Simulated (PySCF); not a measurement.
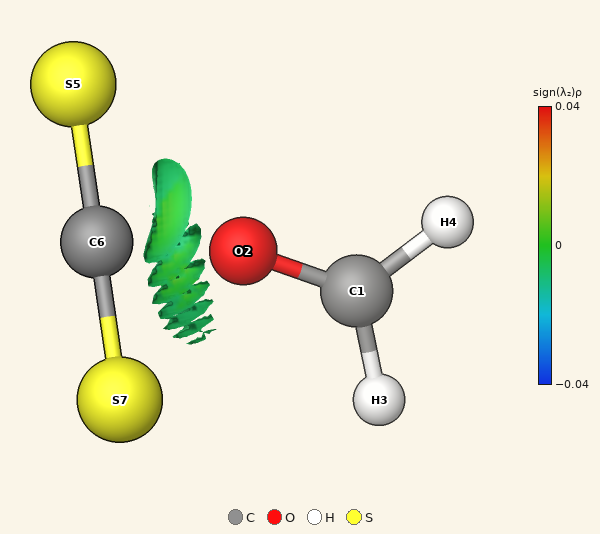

Figure 1: C₂H₂OS₂, SMILES `C=O.S=C=S`. Non-covalent interaction surfaces between the fragments (reduced density gradient s = 0.4, coloured by sign(λ₂)ρ in a.u.; trimmed to the region between the fragments where ρ is under 0.06 a.u.). Fragment A: H2CO (atoms 1–4); fragment B: CS2.

Level of theory: r2SCAN/def2-TZVP (PySCF), at a geometry from GFN2-xTB. GFN2-xTB bond lengths at metals and heavier atoms can be off by up to 0.1 Å and shapes distorted, which carries into these values.

Question: Which interactions hold the two fragments together?

Answer: Bond critical points between the fragments: O2···C6, 2.98 Å, ρ = 0.008 a.u., a bond path close to vanishing (ellipticity 4.0). It is weak and appears green (van der Waals range). The pose is a local one from a semi-empirical search, not shown to be the most stable.

Question: How strongly are they bound?

Answer: The counterpoise-corrected interaction energy of the frozen fragments is +0.1 kcal/mol without dispersion correction and −0.3 kcal/mol with D3(BJ). The pair geometry is semi-empirical, not a minimum at this level.
